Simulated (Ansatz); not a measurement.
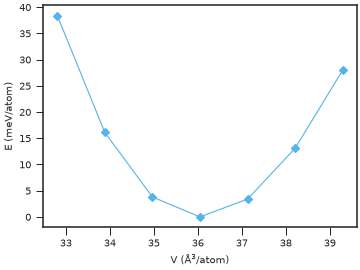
SrTe (rock salt, Fm-3m) under volume change, plane-wave PAW PBEsol (Ansatz code), scaled uniformly.

Q: What does a third-order Birch–Murnaghan fit give for V₀, B₀ and B′?

A: V₀ = 36.05 Å³/atom, B₀ = 35.7 GPa, B′ = 4.2.

The cell was relaxed with PBEsol under the symmetry of its start. Spin–orbit coupling is left out wherever it is not named.

Potentials: the later of the program's two PAW sets.
